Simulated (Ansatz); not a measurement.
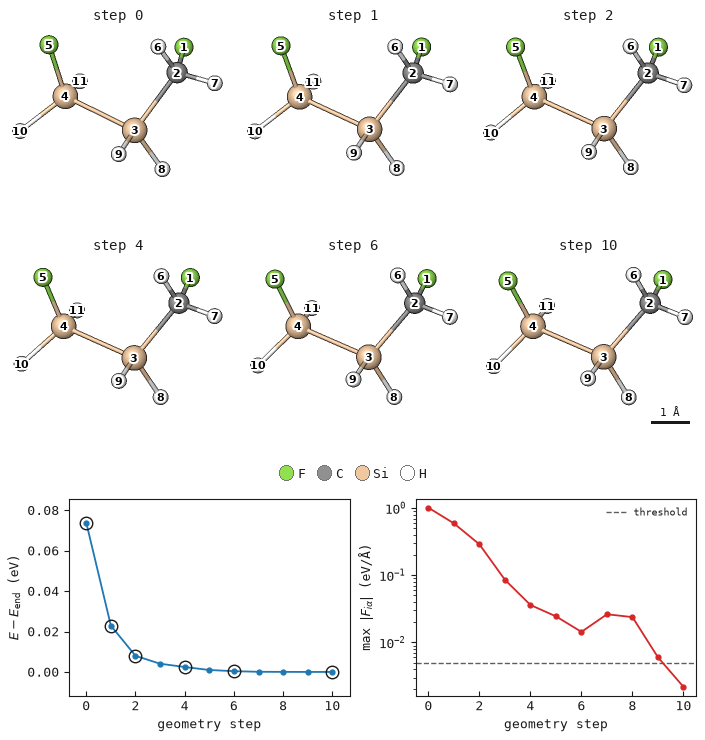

Frames of a relaxation of CH₆F₂Si₂, marked on the history of the run. A ball-and-stick model, seen at a tilt.

The start comes from PBE-D4/def2-SVP.

Level of theory: RKS PBE0-D4/def2-TZVP (Ansatz).

The input:
```yaml
crystal:
  periodic: [false, false, false]
  atoms:
    - {symbol: F, position_ang: [-1.680388, 1.263232, 0.069440]}
    - {symbol: C, position_ang: [-0.597354, 1.318767, -0.812426]}
    - {symbol: Si, position_ang: [0.183563, -0.433241, -0.884923]}
    - {symbol: Si, position_ang: [0.480163, -1.007770, 1.374986]}
    - {symbol: F, position_ang: [1.151338, 0.324830, 2.081289]}
    - {symbol: H, position_ang: [0.148565, 2.051719, -0.429450]}
    - {symbol: H, position_ang: [-0.948959, 1.675785, -1.806191]}
    - {symbol: H, position_ang: [-0.745727, -1.397194, -1.574100]}
    - {symbol: H, position_ang: [1.490250, -0.381006, -1.634539]}
    - {symbol: H, position_ang: [1.414156, -2.170385, 1.584603]}
    - {symbol: H, position_ang: [-0.830306, -1.301538, 2.051809]}
basis:
  gaussian: {orbitals: def2-TZVP}
hamiltonian: {xc: pbe0, dispersion: d4}
relax: {f_tol: 0.005, max_steps: 150}
```

Run as
```bash
ansatz run in.yaml --threads 4 --pin off --events-out ev --progress --plain --max-ram 10444MiB
```

What happens along the run?

The atom that moves furthest after the best rigid fit is F5 (0.33 Å). Largest moves by element: F 0.33 Å, H 0.20 Å, Si 0.10 Å, C 0.08 Å. Some distances before and after: Si4–F5 1.651 → 1.608 Å, Si4–H11 1.504 → 1.485 Å, C2–H6 1.114 → 1.095 Å, C2–Si3 1.920 → 1.901 Å. Among the angles between lasting bonds that change: C2–Si3–Si4 103.8° → 110.1°, Si3–Si4–F5 105.4° → 108.5°, F1–C2–Si3 107.6° → 109.9°. Over 10 geometry steps the energy falls by 0.074 eV. The largest force component goes from 1 to 0.0022 eV/Å. From step 0 to 1: F5 moves most (0.09 Å), energy −0.051 eV. From step 1 to 2: F1 moves most (0.05 Å), energy −0.015 eV. From step 2 to 4: F5 moves most (0.07 Å), energy −0.006 eV. From step 4 to 6: F5 moves most (0.10 Å), energy −0.002 eV. From step 6 to 10: F5 moves most (0.07 Å), energy 0.000 eV.
